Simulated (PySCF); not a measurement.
SMILES C[C](C)(C)[Mg][SeH], singlet at its GFN2-xTB optimised geometry (Å):

```
16

Mg     0.8804    -0.1077     0.0000
C     -1.1475     0.4291     0.1371
C     -1.4567     1.8973    -0.1219
C     -1.8395    -0.4494    -0.8956
C     -1.6087     0.0275     1.5319
H     -2.5366     2.0713    -0.0551
H     -1.1298     2.1985    -1.1185
H     -0.9682     2.5384     0.6128
H     -1.5534    -0.1605    -1.9118
H     -1.5736    -1.5019    -0.7452
H     -2.9275    -0.3669    -0.8132
H     -1.3539    -1.0185     1.7343
H     -1.1438     0.6561     2.2965
H     -2.6945     0.1296     1.6251
Se     1.5052    -2.5384     0.0000
H      2.9275    -2.5384     0.0000
```

Level of theory: B3LYP/def2-TZVP (PySCF). Cells within 0.4 Å of a nucleus heavier than hydrogen are left out (blank, or x).

Map of the HOMO−1 amplitude (bohr^(-3/2)) on the plane z = 1.2 Å; orbital energy -6.06 eV, overall sign arbitrary:

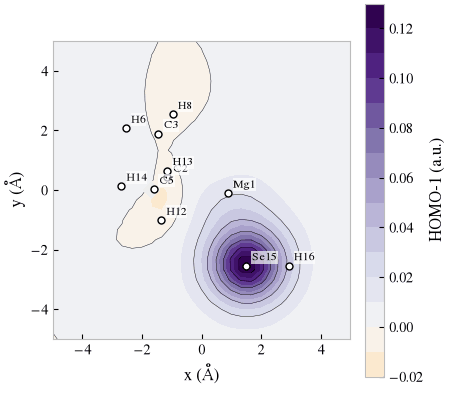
Figure: HOMO−1 amplitude (bohr^(-3/2)) on the plane z = 1.2 Å.
